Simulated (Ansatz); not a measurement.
Run report: SiH₆O₂, saddle-point search

- system: SiH₆O₂
- method: RKS PBE0-D4/def2-TZVP (Ansatz 0.2.0)

The geometry is a guess of a transition state. The reaction was set up to form Si1–O7 and H2–H6 and to break Si1–H2 and H6–O7 (atoms counted from 1 in the order of the input); sticks are drawn by distance alone. Figures and captions count atoms from 1; the log counts them from 0 in places.

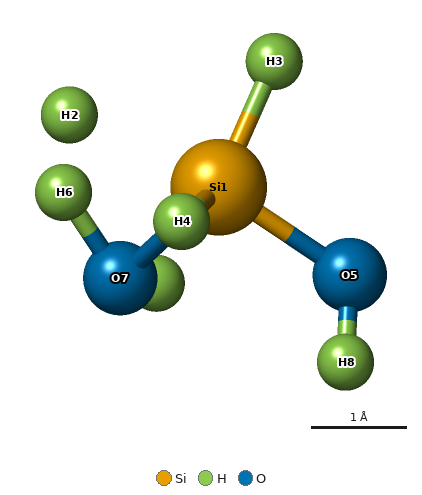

Fig. 1: The structure as given in the input (ball-and-stick view, seen at an oblique angle; atoms are numbered from 1 in the order of the input).

**Summary**

```tsv
quantity	value
outcome	converged
total energy	−12063.3649 eV
mean-field energy	−12063.2592 eV
dispersion energy	−0.1057 eV
largest force (length of the vector) at the end	0.002 eV/Å
dipole moment	2.49 D
hardware	2 CPU threads, shared host
wall time	80 s (CPU time 2.5 min)
peak memory	0.26 GiB
```

**Remarks**

The order of the saddle point was not checked.

**Input**
```yaml
crystal:
  periodic: [false, false, false]
  atoms:
    - {symbol: Si, position_ang: [-0.473607, -0.321841, 0.175994]}
    - {symbol: H, position_ang: [0.705287, -1.612067, -0.012599]}
    - {symbol: H, position_ang: [-1.282615, -1.031665, -0.848608]}
    - {symbol: H, position_ang: [-0.560056, -0.658809, 1.625385]}
    - {symbol: O, position_ang: [-1.234082, 1.181414, 0.039235]}
    - {symbol: H, position_ang: [1.344829, -0.701723, -0.328645]}
    - {symbol: O, position_ang: [1.233634, 0.406452, -0.273668]}
    - {symbol: H, position_ang: [-1.004491, 1.822427, 0.719571]}
    - {symbol: H, position_ang: [1.271000, 0.915912, -1.096866]}
basis:
  gaussian: {orbitals: def2-TZVP}
hamiltonian: {xc: pbe0, dispersion: d4}
saddle:
  f_tol: 0.01
  max_steps: 50
  order_check: false
  mode_guess:
    - [0.0983, 0.3210, -0.0822]
    - [0.3780, -0.0439, -0.1070]
    - [0.1800, 0.0118, 0.0333]
    - [0.1130, -0.0038, -0.1243]
    - [-0.1621, 0.1033, 0.0365]
    - [-0.3293, -0.6385, 0.2124]
    - [-0.1902, 0.0730, -0.0034]
    - [-0.0231, 0.0761, 0.0086]
    - [-0.0646, 0.1009, 0.0262]
```

**Output**
```
Functional definition: PBE0
  name "PBE0"
  cite "Adamo & Barone, J. Chem. Phys. 110, 6158 (1999) doi:10.1063/1.478522"
  cite "Perdew, Burke & Ernzerhof, Phys. Rev. Lett. 77, 3865 (1996) doi:10.1103/PhysRevLett.77.3865"
  parent pbe
  parameter a = 0.25
  parameter kappa = 0.804
  parameter beta = 0.06672455060314922
  exchange = (1 - a)*pbe_x(kappa = kappa, mu = beta*pi^2/3) + a*exact_x
  correlation = pbe_c(beta = beta)
834 factors; their error is unknown
mean field evaluation 1: about -12056.4059 eV, gradient 6.6e1 eV
mean field evaluation 2: about -12044.7946 eV, gradient 1.0e2 eV
mean field evaluation 4: about -12063.1975 eV, gradient 2.8e0 eV
mean field evaluation 8: about -12063.2100 eV, gradient 3.3e-2 eV
mean field evaluation 16: about -12063.2489 eV, gradient 7.2e-5 eV
mean field -12063.24886773 eV, -443.3162191255 hartree, gradient 7.2e-5 eV, S^2 0.000000; 0 other end points of the search recorded, 0 dependent functions left out
the calculation of the forces begins
reference -12063.24889463 eV, -443.3162201137 hartree; 18, 18 occupied and 117, 117 virtual orbitals, 834 factors
these checks for a lower state are left out or cut short: stability, starts, cluster_reference, orbital_swaps, neighbouring_geometries, increment
834 factors; their error is unknown
mean field -12063.25045522 eV, -443.3162774645 hartree, gradient 1.6e-6 eV, S^2 0.000000; 0 other end points of the search recorded, 0 dependent functions left out
[... from here on the field's lines of each further geometry are left out, up to the last ...]
saddle step   1: F+E_penalty+E_count = -12063.35508029 eV  max|allowed force component| = 3.532e-1 eV/Å  curvature = -8.5534 eV/Å²  mode residual = 5.05e-1 eV/Å²  Δτ_max = 0.0000 Å  (1 rotations, 3 force calls, 69 SCF iters)  cluster: 3 rotations left out, max|force component along them| = 1.265e-7 eV/Å
saddle step   2: F+E_penalty+E_count = -12063.35943572 eV  max|allowed force component| = 4.102e-1 eV/Å  curvature = -7.8606 eV/Å²  mode residual = 9.29e-1 eV/Å²  Δτ_max = 0.0238 Å  (1 rotations, 3 force calls, 75 SCF iters)  cluster: 3 rotations left out, max|force component along them| = 4.888e-8 eV/Å
saddle step   3: F+E_penalty+E_count = -12063.36217764 eV  max|allowed force component| = 1.527e-1 eV/Å  curvature = -7.8296 eV/Å²  mode residual = 3.65e-1 eV/Å²  Δτ_max = 0.0291 Å  (1 rotations, 3 force calls, 75 SCF iters)  cluster: 3 rotations left out, max|force component along them| = 4.715e-8 eV/Å
saddle step   4: F+E_penalty+E_count = -12063.36331847 eV  max|allowed force component| = 1.331e-1 eV/Å  curvature = -7.8040 eV/Å²  mode residual = 4.01e-1 eV/Å²  Δτ_max = 0.0106 Å  (1 rotations, 3 force calls, 75 SCF iters)  cluster: 3 rotations left out, max|force component along them| = 4.723e-8 eV/Å
saddle step   5: F+E_penalty+E_count = -12063.36376501 eV  max|allowed force component| = 1.044e-1 eV/Å  curvature = -7.7399 eV/Å²  mode residual = 2.74e-1 eV/Å²  Δτ_max = 0.0032 Å  (1 rotations, 3 force calls, 76 SCF iters)  cluster: 3 rotations left out, max|force component along them| = 4.730e-8 eV/Å
saddle step   6: F+E_penalty+E_count = -12063.36462108 eV  max|allowed force component| = 3.931e-2 eV/Å  curvature = -7.5382 eV/Å²  mode residual = 4.17e-1 eV/Å²  Δτ_max = 0.0056 Å  (1 rotations, 3 force calls, 75 SCF iters)  cluster: 3 rotations left out, max|force component along them| = 4.741e-8 eV/Å
saddle step   7: F+E_penalty+E_count = -12063.36481640 eV  max|allowed force component| = 2.726e-2 eV/Å  curvature = -7.4769 eV/Å²  mode residual = 2.92e-1 eV/Å²  Δτ_max = 0.0037 Å  (1 rotations, 3 force calls, 75 SCF iters)  cluster: 3 rotations left out, max|force component along them| = 4.741e-8 eV/Å
saddle step   8: F+E_penalty+E_count = -12063.36483187 eV  max|allowed force component| = 1.224e-2 eV/Å  curvature = -7.4823 eV/Å²  mode residual = 2.86e-1 eV/Å²  Δτ_max = 0.0017 Å  (1 rotations, 3 force calls, 76 SCF iters)  cluster: 3 rotations left out, max|force component along them| = 4.722e-8 eV/Å
saddle step   9: F+E_penalty+E_count = -12063.36484239 eV  max|allowed force component| = 9.882e-3 eV/Å  curvature = -7.4939 eV/Å²  mode residual = 1.66e-1 eV/Å²  Δτ_max = 0.0007 Å  (1 rotations, 7 force calls, 155 SCF iters)  cluster: 3 rotations left out, max|force component along them| = 1.407e-8 eV/Å
saddle step  10: F+E_penalty+E_count = -12063.36487304 eV  max|allowed force component| = 2.355e-3 eV/Å  curvature = -7.5079 eV/Å²  mode residual = 2.32e-1 eV/Å²  Δτ_max = 0.0043 Å  (1 rotations, 8 force calls, 185 SCF iters)  cluster: 3 rotations left out, max|force component along them| = 4.702e-8 eV/Å
the calculation of the forces begins
reference -12063.25931897 eV, -443.3166032013 hartree; 18, 18 occupied and 117, 117 virtual orbitals, 834 factors
834 factors; their error is unknown
mean field evaluation 352: about -12063.2591 eV, gradient 1.0e-2 eV
mean field -12063.25913493 eV, -443.3165964380 hartree, gradient 9.3e-6 eV, S^2 0.000000; 1 other end points of the search recorded, 0 dependent functions left out
the calculation of the forces begins
reference -12063.25916163 eV, -443.3165974192 hartree; 18, 18 occupied and 117, 117 virtual orbitals, 834 factors
saddle step  11: F+E_penalty+E_count = -12063.36488118 eV  max|allowed force component| = 1.181e-3 eV/Å  curvature = -7.2586 eV/Å² (error put at 0.0057; -7.2643 at half of saddle.amplitude)  mode residual = 1.30e-1 eV/Å²  Δτ_max = 0.0056 Å  (1 rotations, 8 force calls, 185 SCF iters)  cluster: 3 rotations left out, max|force component along them| = 4.725e-8 eV/Å
```

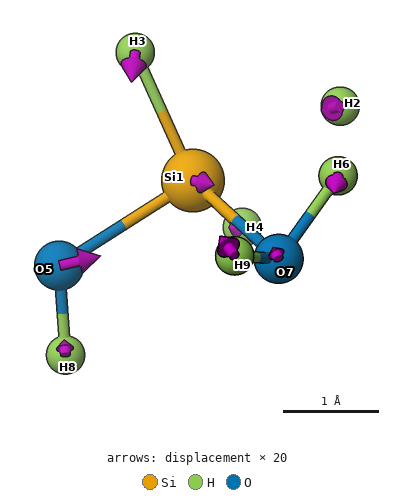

Fig. 2: The starting structure with the displacements as pink arrows, magnified 20 times (ball-and-stick view, seen at a tilt). The two geometries are laid on each other by the best rigid fit. The largest move after the best rigid fit is that of O5, 0.023 Å. Largest moves by element: O 0.023 Å, H 0.020 Å, Si 0.014 Å. Distances before and after: Si1–O7 1.910 → 1.889 Å, H6–O7 1.115 → 1.099 Å, Si1–O5 1.690 → 1.676 Å, Si1–H3 1.486 → 1.480 Å. (Atoms are counted from 1 in the order of the input.)

```
Total energy: -12063.36490788 eV, -443.3204835222 hartree
Atom 0 at    -0.459510    -0.323023     0.174655 Å, force     0.000606     0.001181    -0.000010 eV/Å
Atom 1 at     0.689555    -1.610612    -0.001435 Å, force    -0.000180     0.000350     0.000086 eV/Å
Atom 2 at    -1.273941    -1.013676    -0.849568 Å, force     0.000388     0.000088     0.000036 eV/Å
Atom 3 at    -0.562219    -0.652182     1.616976 Å, force    -0.000253     0.000106    -0.000251 eV/Å
Atom 4 at    -1.217626     1.165881     0.043514 Å, force     0.000797    -0.000448     0.000733 eV/Å
Atom 5 at     1.351509    -0.688953    -0.333145 Å, force    -0.000033     0.000518     0.000046 eV/Å
Atom 6 at     1.226725     0.401165    -0.274073 Å, force    -0.000830    -0.001143    -0.000732 eV/Å
Atom 7 at    -1.009829     1.814488     0.718355 Å, force    -0.000031    -0.000642    -0.000698 eV/Å
Atom 8 at     1.255235     0.907010    -1.095480 Å, force    -0.000464    -0.000008     0.000790 eV/Å
Dipole moment:     0.387962     0.316342    -0.136748 e Å
```
